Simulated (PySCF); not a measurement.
**CH6GeS: electronic excitations and core binding energies**

What electronic excitations and core binding energies should CH6GeS (`C[S][GeH3]`) show?

Computed with PySCF 2.14.0, with density-fitted response routines of our own, on a single molecule in the gas phase. Atoms are numbered from 0 throughout.

## 1. Starting geometry

9 atoms, charge 0, multiplicity 1; geometry from: GFN2-xTB.

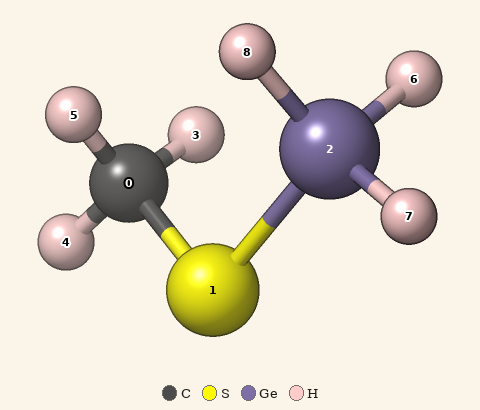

As it starts; carbon dark grey, sulfur yellow, germanium purple, hydrogen pink, atoms numbered.

## 2. TDDFT and polarisability: B3LYP/def2-SVPD

What the job is given:

```
{"job": {"kind": "uv", "xc": "B3LYP", "basis": "def2-SVPD", "nstates": 8, "ntriplets": 3}, "charge": 0, "multiplicity": 1}
C      1.482301     0.363324     0.360731
S      0.396502     0.649399    -1.081660
Ge    -1.426745    -0.318206    -0.327956
H      1.599942    -0.702991     0.532463
H      2.441799     0.805306     0.114874
H      1.067379     0.846980     1.240729
H     -1.169809    -1.767573    -0.014937
H     -2.490000    -0.205488    -1.368725
H     -1.887808     0.335242     0.946540
```

Method: TDDFT B3LYP/def2-SVPD, vertical, gas phase, core orbitals frozen in the response.

Launch:

```bash
$ OMP_NUM_THREADS=1 python probes_run.py task.json out
```

One launch serves the whole session: the jobs run in the order shown.

The program printed:

```text
coarse grid: 33744 points
cycle   1  E = -2516.5417821568  dE = -5.490e-01  |g| = 4.622e-01  |ddm| = 3.331e+00
cycle   2  E = -2516.5252090512  dE =  1.657e-02  |g| = 5.574e-01  |ddm| = 9.475e-01
cycle   3  E = -2516.5730843893  dE = -4.788e-02  |g| = 3.780e-02  |ddm| = 5.985e-01
cycle   4  E = -2516.5735375766  dE = -4.532e-04  |g| = 1.334e-02  |ddm| = 8.395e-02
cycle   5  E = -2516.5735939207  dE = -5.634e-05  |g| = 3.357e-03  |ddm| = 2.148e-02
cycle   6  E = -2516.5735963707  dE = -2.450e-06  |g| = 9.396e-04  |ddm| = 4.650e-03
final grid: 68224 points
cycle   7  E = -2516.5735942701  dE =  1.858e-07  |g| = 1.299e-03  |ddm| = 3.849e-03
cycle   8  E = -2516.5735937697  dE =  5.005e-07  |g| = 1.868e-03  |ddm| = 3.758e-03
cycle   9  E = -2516.5735947377  dE = -9.681e-07  |g| = 6.949e-05  |ddm| = 2.226e-03
cycle  10  E = -2516.5735947393  dE = -1.580e-09  |g| = 1.174e-05  |ddm| = 1.141e-04
cycle  11  E = -2516.5735947393  dE = -3.729e-11  |g| = 2.853e-06  |ddm| = 1.807e-05
converged SCF energy = -2516.5735947393

Static polarisability (au): isotropic 66.597, principal 56.592 63.644 79.554

Singlet excitations
state   eV       nm        f      main configurations
  1   5.1578    240.4   0.00984   H->L 0.95
  2   5.7324    216.3   0.00790   H->L+2 0.91
  3   5.8395    212.3   0.00009   H->L+1 0.92
  4   6.7071    184.9   0.00025   H->L+3 0.99
  5   6.8248    181.7   0.00090   H->L+4 0.77, H-1->L 0.21
  6   7.0092    176.9   0.01881   H->L+5 0.99
  7   7.2077    172.0   0.08711   H->L+6 0.97
  8   7.4288    166.9   0.14757   H-1->L 0.50, H-1->L+1 0.21, H->L+4 0.16

Triplet excitations (Tamm-Dancoff, eV): 4.7960 5.2649 5.7122
```

Wall time 18 s (1 thread of Arm Neoverse N1, shared host); peak memory 0.53 GiB.

The orbitals next to the gap, with their largest atomic shares:

| orbital | eV | atoms |
| --- | --- | --- |
| HOMO−3 | -9.69 | Ge2 41 %, H6 23 %, H8 23 % |
| HOMO−2 | -9.48 | Ge2 34 %, H7 29 %, S1 12 % |
| HOMO−1 | -8.37 | S1 59 %, Ge2 17 %, C0 11 % |
| HOMO | -6.59 | S1 72 %, C0 10 %, Ge2 9 % |
| LUMO | -0.33 | S1 34 %, Ge2 30 %, H8 11 % |
| LUMO+1 | 0.11 | Ge2 38 %, S1 14 %, C0 10 % |
| LUMO+2 | 0.23 | S1 42 %, Ge2 18 %, C0 15 % |

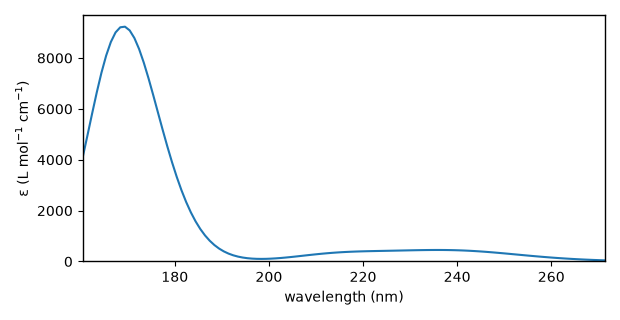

Absorption spectrum: each of the 8 states is a Gaussian band of 0.4 eV half-width at 1/e. Beyond the last state computed it falls off for lack of states.

Ground-state properties from the same run:

| property | computed |
| --- | --- |
| dipole moment (D) | 1.43 |
| polarisability (Å³) | 9.87 |
| HOMO–LUMO gap (eV) | 6.25 |
| −ε(HOMO) (eV) | 6.59 |

## 3. Core-electron binding energies: SCAN, X2C

The job, as its differences from that of step 2:

```diff
@@ -1,2 +1,2 @@
-{"job": {"kind": "uv", "xc": "B3LYP", "basis": "def2-SVPD", "nstates": 8, "ntriplets": 3}, "charge": 0, "multiplicity": 1}
+{"job": {"kind": "xps"}, "charge": 0, "multiplicity": 1}
 C      1.482301     0.363324     0.360731
```

Level: delta-SCF UKS SCAN, pcX-2 on the ionised atom, pcseg-1 elsewhere, spin-free X2C.

The program printed:

```text
ground state, core basis on atom 0 (C), 120 functions
  cycle   1  E = -2534.82241564  |g| = 3.19e-01
  cycle   2  E = -2534.79693357  |g| = 4.25e-01
  cycle   3  E = -2534.85000870  |g| = 5.78e-02
  cycle   4  E = -2534.85118158  |g| = 1.55e-02
  cycle   5  E = -2534.85126167  |g| = 2.85e-03
  cycle   6  E = -2534.85126399  |g| = 1.09e-03
  cycle   7  E = -2534.85126594  |g| = 3.35e-04
  E(ground) = -2534.99729757 Eh
hole in C 1s of atom 0
  cycle   1  E = -2523.57224129  |g| = 1.50e+00
  cycle   2  E = -2522.69185205  |g| = 1.91e+00
  cycle   3  E = -2524.07057764  |g| = 3.81e-01
  cycle   4  E = -2524.13017506  |g| = 1.42e-01
  cycle   5  E = -2524.14197140  |g| = 3.46e-02
  cycle   6  E = -2524.14265584  |g| = 7.93e-03
  cycle   7  E = -2524.14270123  |g| = 4.40e-03
  cycle   8  E = -2524.14271757  |g| = 1.68e-03
  cycle   9  E = -2524.14272182  |g| = 1.14e-03
  cycle  10  E = -2524.14272197  |g| = 3.57e-04
  E(ion) = -2524.28956293 Eh   <S^2> = 0.7744   hole on atom = 1.000   binding energy = 291.372 eV
ground state, core basis on atom 1 (S), 131 functions
  cycle   1  E = -2534.99855683  |g| = 4.05e-01
  cycle   2  E = -2534.99831832  |g| = 4.74e-02
  cycle   3  E = -2534.99743459  |g| = 7.24e-02
  cycle   4  E = -2534.99894506  |g| = 4.79e-03
  cycle   5  E = -2534.99894562  |g| = 1.54e-03
  cycle   6  E = -2534.99894505  |g| = 2.38e-04
  E(ground) = -2535.13089347 Eh
hole in S 1s of atom 1
  cycle   1  E = -2442.76971105  |g| = 5.08e+00
  cycle   2  E = -2443.02401250  |g| = 2.20e+00
  cycle   3  E = -2443.41231926  |g| = 1.02e+00
  cycle   4  E = -2443.92736287  |g| = 3.48e-01
  cycle   5  E = -2443.98581923  |g| = 1.12e-01
  cycle   6  E = -2443.99170249  |g| = 3.34e-02
  cycle   7  E = -2443.99217620  |g| = 9.31e-03
  cycle   8  E = -2443.99220582  |g| = 5.65e-03
  cycle   9  E = -2443.99222551  |g| = 4.13e-04
  E(ion) = -2444.11578865 Eh   <S^2> = 0.7515   hole on atom = 1.000   binding energy = 2476.647 eV
hole in S 2p of atom 1
  cycle   1  E = -2528.33035984  |g| = 1.53e+00
  cycle   2  E = -2528.19511505  |g| = 1.31e+00
  cycle   3  E = -2528.72112346  |g| = 3.04e-01
  cycle   4  E = -2528.76926233  |g| = 1.19e-01
  cycle   5  E = -2528.77555972  |g| = 5.49e-02
  cycle   6  E = -2528.77714247  |g| = 1.05e-02
  cycle   7  E = -2528.77720116  |g| = 3.73e-03
  cycle   8  E = -2528.77720853  |g| = 1.16e-03
  cycle   9  E = -2528.77720953  |g| = 3.78e-04
  E(ion) = -2528.91647062 Eh   <S^2> = 0.7531   hole on atom = 1.001   binding energy = 169.103 eV
  2p3/2 = 168.874 eV   2p1/2 = 170.124 eV
```

Wall time 23 s (1 thread of Arm Neoverse N1, shared host); peak memory 0.49 GiB.

Binding energies by hole, beside the orbital energy of the ground state; the difference holds orbital relaxation and, for a density functional, its self-interaction error:

| hole | stands for | environment | ΔSCF (eV; 2p as the shell's mean) | −ε (eV) | ⟨S²⟩ |
| --- | --- | --- | --- | --- | --- |
| C1s on C0 | C0 | methyl carbon bonded to S | 291.37 | 274.6 | 0.774 |
| S1s on S1 | S1 | sulfur bonded to C, Ge | 2476.65 | 2414.7 | 0.752 |
| S2p on S1 | S1 | sulfur bonded to C, Ge | 169.29 | 157.8 | 0.753 |

With the spin-orbit splitting: S1 2p3/2 168.87, 2p1/2 170.12 eV. The table gives each 2p level as the mean over the whole 2p shell (two parts 2p3/2, one part 2p1/2), which differs a little from the single hole in the log.

## 4. Results

```
                                quantity                        value
        lowest singlet (B3LYP/def2-SVPD)  5.16 eV (240 nm), f = 0.010
brightest single state of those computed  state 8, 7.43 eV, f = 0.148
                          lowest triplet                      4.80 eV
        C1s binding energies, SCAN/pcX-2                 C0 291.37 eV
        S1s binding energies, SCAN/pcX-2                S1 2476.65 eV
        S2p binding energies, SCAN/pcX-2                 S1 169.29 eV
```

The first singlet state (HOMO→LUMO 0.95) lies at 5.16 eV and is weak; of the 8 states computed, the strongest absorption comes from state 8 at 7.43 eV (the last computed, so partners may be missing). The lowest triplet lies 0.36 eV below the lowest singlet (triplets in Tamm-Dancoff, singlets in full TDDFT). States above −ε(HOMO) lie where TDDFT describes them poorly and they hang on the basis; the brightest is among them.
